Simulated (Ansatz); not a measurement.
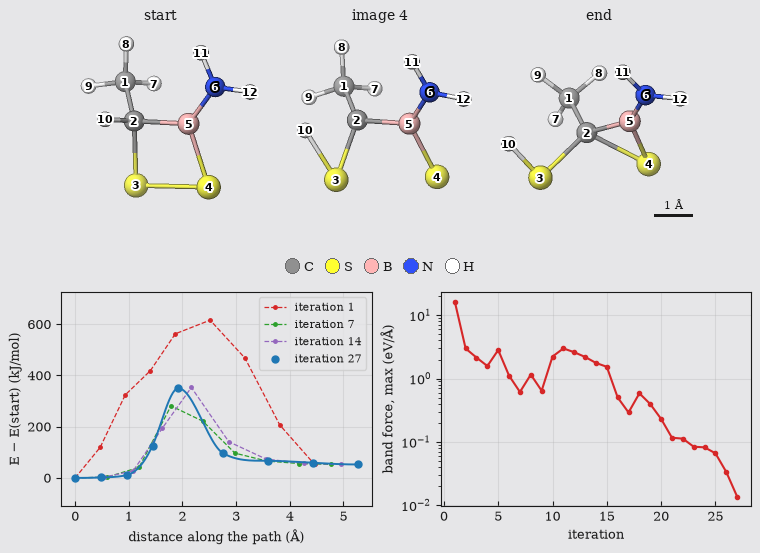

A nudged-elastic-band calculation for C2H6BNS2. Images are numbered from 0 (start) to 8 (end). The plot follows the band through its iterations. A ball-and-stick model, seen from a free direction.

These are results of RKS PBE0-D4/def2-SVP in Ansatz, not measurements. Settings: 7 movable images; climbing image; force threshold 0.03 eV/Å; iteration limit 60; starting path through a guess of the saddle point.

Question: How did the profile develop, and is the result final?

Answer: The result is final at these settings. The band converged in 27 iterations. The largest component of the band force went from 16 to 0.014 eV/Å. The climbing image converged on the top of the path. Its vibrational analysis gives one imaginary mode (1694i cm⁻¹), as a transition state must have. The first iteration put the highest image at 616.1 kJ/mol. The highest point, image 4, lies 350.3 kJ/mol above the start and 297.7 kJ/mol above the end; the end is at +52.6 kJ/mol relative to the start.

The run took 10 min on 2 threads of Arm Neoverse V2, on a shared host, peak memory 0.33 GiB.
